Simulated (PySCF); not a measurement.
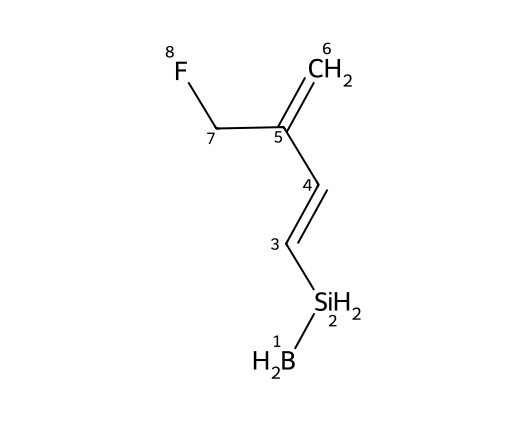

Skeletal drawing with numbered atoms; wedges and dashes mark any stereocentres. The configuration is that of a computed structure (GFN2-xTB).

What are the Cahn–Ingold–Prelog descriptors?

Answer. C3=C4: E.
